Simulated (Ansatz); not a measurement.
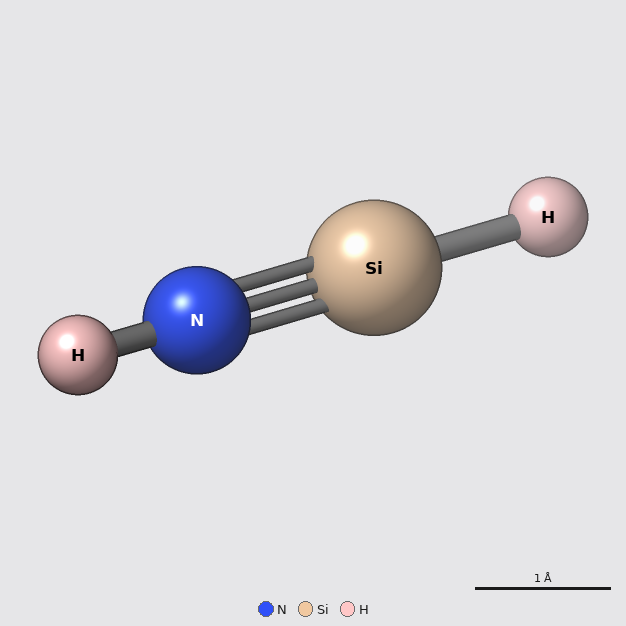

Depth is shown by fading: the farther an atom, the more it takes the colour of the background. Charge +1, singlet. The computed structure is the end point of a PBE0-D4/def2-TZVP optimisation. No frequency run is at hand to confirm it as a minimum. Masses are those of the most abundant isotopes; constants are for the rigid equilibrium geometry.

Question: Classify the rotor and give the rotational constants (cm⁻¹).

Answer: A linear rotor (C∞v) with B = 0.583 cm⁻¹.
